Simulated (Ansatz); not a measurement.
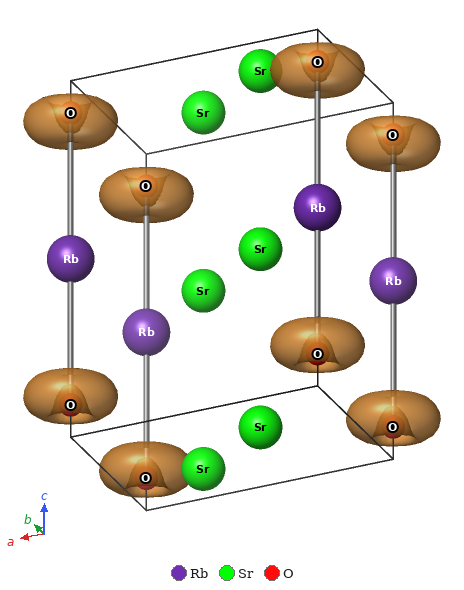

Figure. RbSr₄O₂. Isosurface of the electron localisation function at 0.75 (orange), seen at an oblique angle. Core shells and regions of very low density are left out. Sticks mark near contacts.

Space group P6/mmm; a structure generated by program, which may or may not match a known phase; computed without spin polarisation.

Theory: DFT PBE, scalar-relativistic, plane waves, PAW (Ansatz).

```
CELL_PARAMETERS angstrom
6.94506 0.00000 0.00000
-3.47253 6.01460 0.00000
0.00000 0.00000 7.52560
ATOMIC_POSITIONS crystal
Rb 0.00000 0.00000 0.50000
Sr 0.33333 0.66667 0.00000
Sr 0.66667 0.33333 0.00000
Sr 0.33333 0.66667 0.50000
Sr 0.66667 0.33333 0.50000
O 0.00000 0.00000 0.90947
O 0.00000 0.00000 0.09053
```

**What do the ELF domains correspond to?**

The ELF exceeds this value in two regions wrapped around O (the valence shell of each), counted in one cell of 7 atoms. Regions shared between cells count once.

Values along the shortest contacts:
O–O (1.36 Å): the ELF peaks at about 0.75 between the atoms. Rb–O (3.08 Å): the ELF is about 0 at the midpoint: no localised pair shows between them.
